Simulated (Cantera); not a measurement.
Feed: 1 mol CH3SiH3, 0.047 mol CH4, 3.1 mol H2, at 81.0 mbar.

Method: chemical equilibrium by Gibbs-energy minimisation in Cantera with the NASA 1993 tables (ideal gas, pure condensed phases). Candidate condensed phases: C, C6H6, C7H8, C8H18, Si, SiC; 87 gas species. The feed counts by its element totals alone. Gases not in the tables: Si2H6 and higher silanes. Kinetics and transport are ignored.

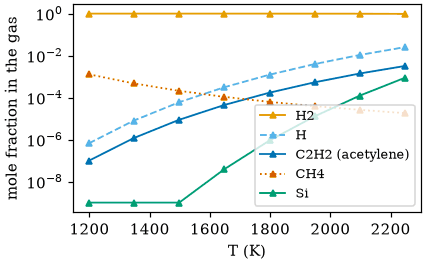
Figure. Equilibrium gas composition (values under 1e-9 drawn at 1e-9)

Task: Read off the mole fractions at 1348 K.

Result: H2 about 1.00, CH4 about 0.00047, H about 8.1e-6, C2H2 (acetylene) about 1.2e-6.
